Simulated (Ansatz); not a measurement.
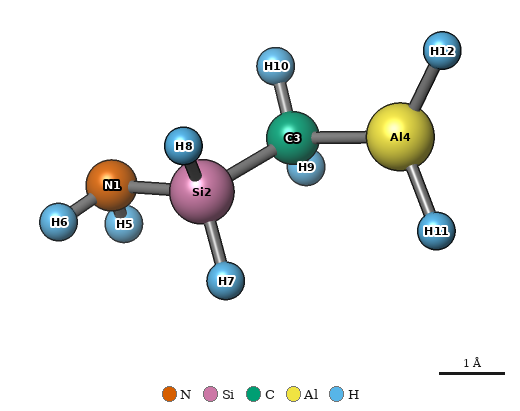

Starting structure of CH₈AlNSi (coarse preliminary run). A ball-and-stick model, seen from a free direction.

The start comes from a force field.

Level of theory: RKS PBE-D4/def2-SVP in Ansatz 0.2.0.

Input file:
```yaml
crystal:
  periodic: [false, false, false]
  atoms:
    - {symbol: N, position_ang: [-0.896200, 2.141000, 0.213900]}
    - {symbol: Si, position_ang: [-0.801400, 0.401900, 0.271500]}
    - {symbol: C, position_ang: [0.911100, -0.091300, -0.193900]}
    - {symbol: Al, position_ang: [1.183000, -2.064900, -0.110300]}
    - {symbol: H, position_ang: [-0.777700, 2.455400, -0.809100]}
    - {symbol: H, position_ang: [-1.941300, 2.429400, 0.415200]}
    - {symbol: H, position_ang: [-1.717800, -0.199900, -0.671400]}
    - {symbol: H, position_ang: [-1.064300, -0.039700, 1.628100]}
    - {symbol: H, position_ang: [1.177400, 0.275900, -1.164600]}
    - {symbol: H, position_ang: [1.659200, 0.365600, 0.559600]}
    - {symbol: H, position_ang: [0.171500, -2.984400, -1.014500]}
    - {symbol: H, position_ang: [2.173500, -2.744100, 0.909500]}
basis:
  gaussian: {orbitals: def2-SVP}
hamiltonian: {xc: pbe, dispersion: d4}
relax: {f_tol: 0.03, max_steps: 200}
```

Command:
```bash
ansatz run in.yaml --threads 4 --pin off --events-out ev --progress --plain --max-ram 10444MiB
```

### Where does the relaxation end?

After 10 accepted moves (11 points after the start) the energy has fallen by 0.436 eV. Largest force component: 2.4 eV/Å at the start, 0.028 eV/Å at the end. The line search rejected the trial step at point 3 of the run. H11 moves most after the best rigid fit: 0.66 Å. Largest moves by element: H 0.66 Å, C 0.19 Å, Si 0.10 Å, N 0.08 Å, Al 0.07 Å. Some distances before and after: N1–H6 1.103 → 1.025 Å, Si2–H7 1.446 → 1.518 Å, Si2–H8 1.451 → 1.510 Å, N1–H5 1.077 → 1.025 Å. Bond angles that change, for instance: Si2–N1–H5 108.5° → 117.0°, H5–N1–H6 101.6° → 109.2°, H7–Si2–H8 111.6° → 106.3°. Groups turn about C3–Al4 by about 30°. Cost: 15 s on 4 threads of Arm Neoverse V1 (shared host).

The structure at the end:

```xyz
12

N    -0.8864    2.1509    0.2919
Si   -0.8613    0.4021    0.1893
C     0.8456   -0.1815   -0.3538
Al    1.1938   -2.0877   -0.0465
H    -0.6653    2.6707   -0.5631
H    -1.6975    2.5811    0.7469
H    -1.8743   -0.2293   -0.7480
H    -1.2025   -0.0897    1.5753
H     0.9513    0.0458   -1.4381
H     1.5890    0.4241    0.2105
H     0.7856   -3.1825   -1.1470
H     1.8991   -2.5590    1.3166
```

After the run, drawn alike:

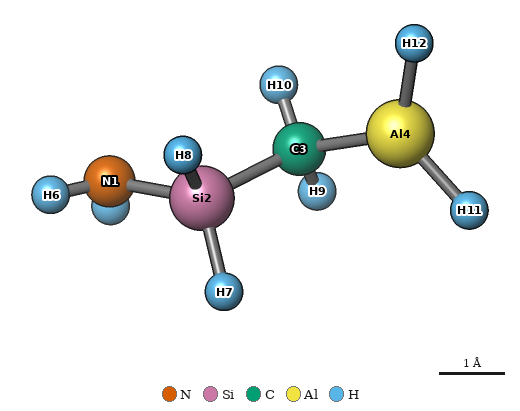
